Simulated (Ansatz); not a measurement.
Geometry relaxation of CH6AlNSi (part 2 of 2)

CH6AlNSi; RKS CAM-B3LYP-D4/def2-SVP (Ansatz 0.2.0). It belongs to a series of runs on one base structure; here: end point B relaxed.

Geometry of the input (Å):
```
C  -1.4719  0.2845  -0.4593
Si -0.0703  -0.7236  0.0461
N  0.8793  0.1562  1.2678
Al 2.1029  0.2285  -0.2775
H  -2.0408  -0.1650  -1.3373
H  -2.2208  0.4517  0.3813
H  -1.1368  1.3344  -0.7797
H  3.3324  -0.6277  -0.6337
H  1.3383  -0.5461  1.9541
H  2.9839  1.0186  -1.2519
```

## Trajectory as extended XYZ, continued
```
10
Properties=species:S:1:pos:R:3:forces:R:3 step=5 energy=-17091.25044
C    -1.5248    0.3411   -0.4641    0.5249  -0.2716  -0.1968
Si   -0.3408   -0.9839    0.2630    0.1078   0.9767   0.7868
N     1.0158    0.0602    0.8628   -0.3885  -1.0075  -0.4243
Al    2.4581    0.2222   -0.2301   -0.0326   0.6055  -0.4278
H    -2.1036   -0.0839   -1.2975   -0.1282   0.0849  -0.0302
H    -2.2353    0.5652    0.3515   -0.0315  -0.0434   0.0522
H    -1.0616    1.2938   -0.7651    0.0202  -0.0108  -0.0142
H     3.4995   -0.9868   -0.1777    0.0430   0.3303   0.0441
H     1.4503   -0.4919    1.6164   -0.1620  -0.2040  -0.0633
H     2.5385    1.4754   -1.2493    0.0471  -0.4601   0.2737
10
Properties=species:S:1:pos:R:3:forces:R:3 step=6 energy=-17091.46072
C    -1.5155    0.3458   -0.4849    0.3179  -0.2370   0.1226
Si   -0.4493   -0.9693    0.4241    0.6015   1.0889   0.4552
N     1.0408   -0.0181    0.8530   -0.7068  -1.0674  -0.4644
Al    2.4541    0.2543   -0.2621   -0.1819   0.1302  -0.0013
H    -2.1097   -0.0775   -1.3107    0.0190   0.0350   0.0033
H    -2.2403    0.6049    0.3141   -0.0125   0.0367  -0.0646
H    -1.0214    1.2797   -0.7940    0.0271  -0.0395  -0.0500
H     3.5428   -0.9107   -0.1570    0.0429   0.3418  -0.0348
H     1.4798   -0.5885    1.5878   -0.1058  -0.0895  -0.0460
H     2.5149    1.4908   -1.2604   -0.0015  -0.1992   0.0802
10
Properties=species:S:1:pos:R:3:forces:R:3 step=7 energy=-17091.65229
C    -1.4869    0.3574   -0.4869    0.0718  -0.1302   0.3744
Si   -0.5454   -0.9268    0.5883    0.7843   0.9235   0.0836
N     1.0576   -0.1350    0.8297   -1.3068  -0.9000   0.0337
Al    2.4049    0.2689   -0.2770    0.3949  -0.0356  -0.1769
H    -2.0686   -0.0902   -1.3079    0.0385  -0.0302  -0.0199
H    -2.2447    0.6877    0.2607    0.0742   0.0633  -0.2036
H    -0.9513    1.2541   -0.8365    0.0471  -0.0759  -0.0254
H     3.5904   -0.7955   -0.1510    0.0054   0.2954  -0.0519
H     1.5018   -0.7022    1.5581   -0.0024  -0.0951   0.0175
H     2.4384    1.4932   -1.2676   -0.1070  -0.0153  -0.0316
10
Properties=species:S:1:pos:R:3:forces:R:3 step=8 energy=-17091.81781
C    -1.4744    0.3760   -0.4782    0.2758   0.0235   0.2995
Si   -0.6050   -0.9050    0.6531    0.5171   0.4655   0.0873
N     1.0448   -0.2561    0.8230   -0.7375  -0.5713  -0.1151
Al    2.3796    0.2923   -0.2592    0.1361  -0.1084  -0.0716
H    -2.0922   -0.0915   -1.2618    0.0242  -0.0127   0.0255
H    -2.1868    0.8549    0.2339    0.1519   0.0204  -0.2791
H    -0.8236    1.1536   -0.9176   -0.1681  -0.0402   0.0312
H     3.6759   -0.6250   -0.0956   -0.0473   0.2695  -0.0226
H     1.4983   -0.8611    1.5158   -0.0547  -0.0030  -0.0073
H     2.2794    1.4733   -1.3035   -0.0975  -0.0433   0.0522
10
Properties=species:S:1:pos:R:3:forces:R:3 step=9 energy=-17091.93449
C    -1.4342    0.4031   -0.4697    0.0945   0.0839   0.2119
Si   -0.6467   -0.8828    0.7096    0.4226   0.3668  -0.0238
N     1.0403   -0.3674    0.7979   -0.4336  -0.4936   0.0105
Al    2.3518    0.2819   -0.2557    0.0161  -0.0314  -0.0425
H    -2.0743   -0.0915   -1.2204    0.0069   0.0419   0.0362
H    -2.1229    0.9668    0.1991    0.0682  -0.0612  -0.2100
H    -0.7744    1.1355   -0.9674   -0.0306  -0.1129   0.0322
H     3.7414   -0.4522   -0.0223   -0.0320   0.1752  -0.0260
H     1.4952   -0.9883    1.4762   -0.0659   0.0540  -0.0160
H     2.1199    1.4062   -1.3375   -0.0464  -0.0226   0.0274
10
Properties=species:S:1:pos:R:3:forces:R:3 step=10 energy=-17092.01200
C    -1.3805    0.4263   -0.4671    0.1434   0.0568   0.1697
Si   -0.6748   -0.8616    0.7592    0.2555   0.1370   0.0359
N     1.0416   -0.4855    0.7980   -0.4214  -0.0974  -0.1908
Al    2.2885    0.2833   -0.2603    0.0326  -0.1408   0.0999
H    -2.0430   -0.0626   -1.2017    0.0424   0.0232   0.0021
H    -2.0434    1.0672    0.1511    0.0666  -0.0305  -0.1250
H    -0.6575    1.0773   -0.9877   -0.1005  -0.0531  -0.0072
H     3.7492   -0.2803    0.0038   -0.0414   0.1542  -0.0587
H     1.4861   -1.1023    1.4794    0.0436  -0.0278   0.0376
H     1.9300    1.3498   -1.3650   -0.0209  -0.0215   0.0364
10
Properties=species:S:1:pos:R:3:forces:R:3 step=11 energy=-17092.04128
C    -1.3275    0.4434   -0.4707    0.0518  -0.0206   0.1782
Si   -0.6946   -0.8445    0.8002    0.1932   0.1699  -0.0736
N     1.0323   -0.5520    0.8016   -0.2059  -0.1272  -0.0596
Al    2.2432    0.2730   -0.2524   -0.0323  -0.0655   0.0348
H    -1.9998   -0.0514   -1.1925    0.0233   0.0301  -0.0148
H    -1.9762    1.1244    0.1152    0.0259   0.0018  -0.0965
H    -0.5851    1.0529   -1.0134   -0.0959  -0.0877   0.0372
H     3.7434   -0.1699   -0.0102   -0.0177   0.0931  -0.0281
H     1.4812   -1.1699    1.4806   -0.0025   0.0070   0.0101
H     1.7792    1.3054   -1.3485    0.0602  -0.0008   0.0121
10
Properties=species:S:1:pos:R:3:forces:R:3 step=12 energy=-17092.05932
C    -1.3270    0.4543   -0.4473    0.0157   0.0376  -0.0651
Si   -0.7032   -0.7998    0.8493   -0.0550  -0.0126   0.0533
N     1.0276   -0.6304    0.7518   -0.0081   0.0233  -0.0327
Al    2.2327    0.2626   -0.2490    0.0533   0.0263  -0.0268
H    -2.0159   -0.0614   -1.1392   -0.0053  -0.0221   0.0203
H    -1.9521    1.2018    0.0748    0.0143  -0.0206   0.0141
H    -0.5796    0.9940   -1.0479    0.0111  -0.0018   0.0179
H     3.7540   -0.0508    0.0413   -0.0074  -0.0001   0.0153
H     1.4744   -1.2471    1.4323   -0.0026  -0.0262   0.0008
H     1.7851    1.2884   -1.3562   -0.0160  -0.0039   0.0028
10
Properties=species:S:1:pos:R:3:forces:R:3 step=13 energy=-17092.05949
C    -1.3242    0.4576   -0.4524    0.0086  -0.0612   0.1954
Si   -0.7089   -0.7738    0.8754    0.0375   0.0418  -0.0945
N     1.0240   -0.6444    0.7290   -0.0106  -0.0677   0.0400
Al    2.2359    0.2665   -0.2498   -0.0156   0.0008  -0.0082
H    -2.0283   -0.0729   -1.1141   -0.0237  -0.0013  -0.0586
H    -1.9319    1.2149    0.0730   -0.0362   0.0444  -0.0236
H    -0.5742    0.9772   -1.0633    0.0230   0.0028  -0.0514
H     3.7544   -0.0193    0.0766    0.0026  -0.0029   0.0014
H     1.4675   -1.2773    1.3985    0.0091   0.0403  -0.0036
H     1.7818    1.2829   -1.3631    0.0053   0.0030   0.0031
10
Properties=species:S:1:pos:R:3:forces:R:3 step=14 energy=-17092.06076
C    -1.3246    0.4575   -0.4460   -0.0054   0.0070  -0.0037
Si   -0.7070   -0.7818    0.8681    0.0346   0.0056  -0.0033
N     1.0267   -0.6488    0.7289   -0.0428   0.0010   0.0212
Al    2.2342    0.2653   -0.2519    0.0033  -0.0019   0.0055
H    -2.0261   -0.0684   -1.1173   -0.0013   0.0015   0.0019
H    -1.9355    1.2214    0.0686    0.0048  -0.0087  -0.0030
H    -0.5735    0.9739   -1.0617   -0.0015  -0.0050   0.0032
H     3.7528   -0.0235    0.0745   -0.0028   0.0064  -0.0076
H     1.4730   -1.2693    1.4072    0.0010  -0.0048  -0.0123
H     1.7764    1.2850   -1.3605    0.0099  -0.0011  -0.0018
10
Properties=species:S:1:pos:R:3:forces:R:3 step=15 energy=-17092.06089
C    -1.3262    0.4563   -0.4466    0.0029  -0.0020  -0.0013
Si   -0.7072   -0.7846    0.8654    0.0047  -0.0006   0.0002
N     1.0252   -0.6468    0.7300   -0.0030   0.0063  -0.0075
Al    2.2352    0.2668   -0.2494   -0.0069   0.0009  -0.0001
H    -2.0347   -0.0658   -1.1134   -0.0016  -0.0014   0.0004
H    -1.9297    1.2235    0.0712    0.0006   0.0023   0.0008
H    -0.5753    0.9677   -1.0665    0.0001   0.0009   0.0000
H     3.7537   -0.0192    0.0772    0.0017  -0.0011   0.0012
H     1.4725   -1.2710    1.4038    0.0011  -0.0061   0.0068
H     1.7828    1.2845   -1.3619    0.0004   0.0008  -0.0005
```

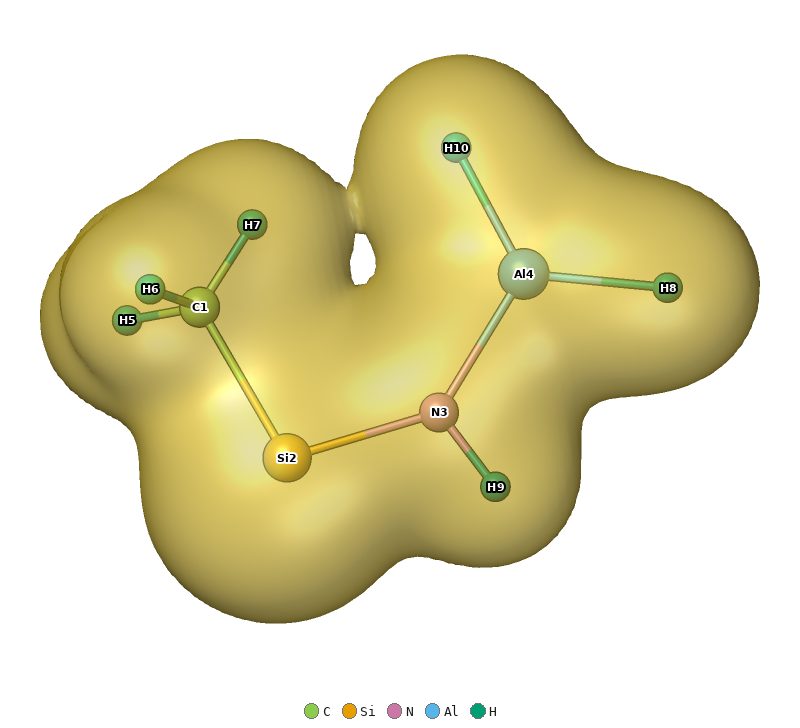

Isosurface of the total electron density at 0.05 e/Å³ (yellow), seen at a tilt. At this value the surface is in one piece. On the grid the lowest density along these lines, outside the cores, is 0.82 e/Å³ (Si–N, 1.74 Å), 0.67 e/Å³ (Al–N, 1.80 Å), 0.75 e/Å³ (C–Si, 1.91 Å) and 2.2 e/Å³ (N–H, 1.02 Å).

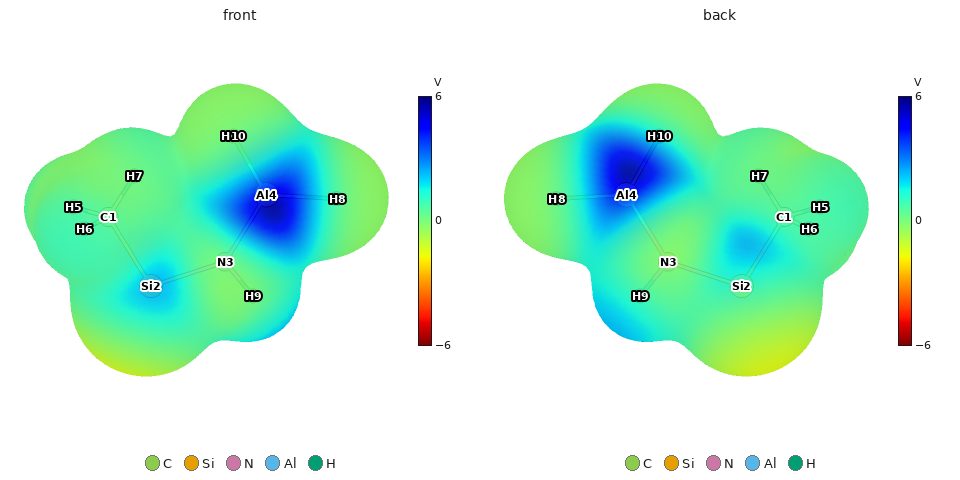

The molecular electrostatic potential painted on the density surface at 0.004 e/bohr³, seen at a tilt and from behind; the colour scale runs from red (negative) to blue (positive).

## Summary

| quantity | value |
| --- | --- |
| outcome | converged |
| total energy | −17092.0610 eV |
| mean-field energy | −17091.8644 eV |
| largest force (length of the vector) at the end | 0.010 eV/Å |
| hardware | 2 threads of Arm Neoverse V1, 24 GiB of memory available, shared host |
| wall time | 42 s (CPU time 80 s) |
| peak memory | 0.22 GiB |
